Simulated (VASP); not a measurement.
Band structure of MgS (rock salt). Level of theory: PBE GGA, VASP's PBE PAW potentials (set 64) (plane waves; VASP).

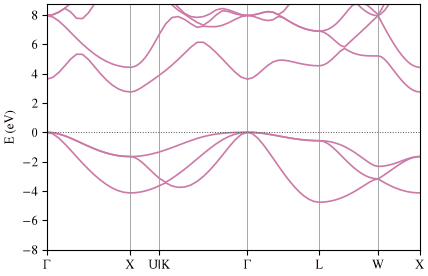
Figure. Bands along high-symmetry lines, zero at the valence-band maximum or, without a gap, the Fermi level

**Question.** Read the plot: is there a gap, and where are the band edges?

**Answer.** The gap is indirect, 2.75 eV, from the valence maximum at Γ to the conduction minimum at X. (Edges off the drawn lines would not show.)

The compound is MgS in the rock salt structure. It was relaxed first.
